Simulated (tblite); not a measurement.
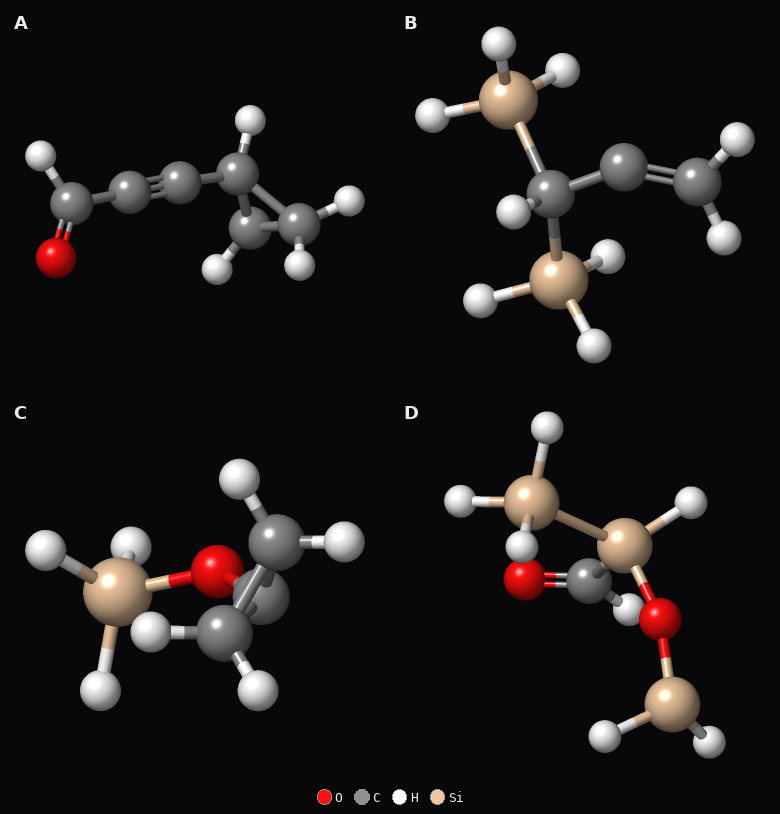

(Drawn from a calculation with tblite.)

Charge 0, doublet.

Which panel belongs to which SMILES?
(1) O=CC#C[C@@H]1[CH]C1
(2) [SiH3]O[C]1CC1
(3) C=[C]C([SiH3])[SiH3]
(4) O=C[Si@@H]([SiH3])O[SiH2]

A is (1), B is (3), C is (2), D is (4).
